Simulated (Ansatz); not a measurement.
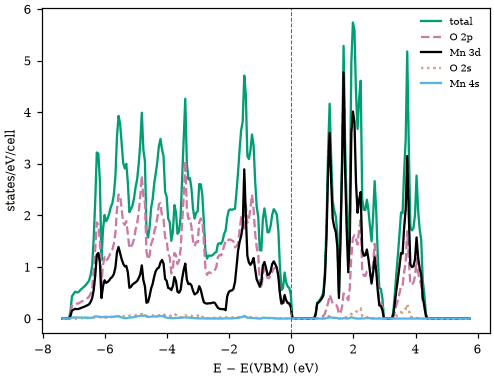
Figure: Total and projected density of states of MnO2 (CdI2 type, P-3m1), PBEsol (plane waves, PAW; program Ansatz)

Problem. Which orbitals carry the states next to the gap?

Solution. Top 1 eV of the valence band: Mn 3d 51 %, O 2p 47 %. Bottom 1 eV of the conduction band: Mn 3d 88 %, O 2p 11 %. Projections are on Löwdin-orthogonalised atomic valence shells; empty p or d shells of many metals are not among them.

Problem. Where is the tallest occupied peak in this window, and what makes it?

Solution. Near -1.5 eV, about 4.7 states/eV per cell; the largest projected share is Mn 3d.

The first step of the workflow began from a Materials Project structure, measured or hypothetical; the Crystallography Open Database copy checked does not list it. It is not the phase usual at ambient conditions (space group No. 136). The cell was relaxed with PBEsol under the symmetry of its start; of distortions, only those at the zone centre were tested. Magnetic state: ferromagnetic, chosen from 5 collinear starts compared on coarse meshes (ties went to the first, and starts can fall back to one state), not a proven ground state. No Hubbard U is applied. A crystal of weakly bound layers computed without a dispersion correction: the cell and the soft elastic constants depend strongly on that.

Potentials: the later of the program's two PAW sets.
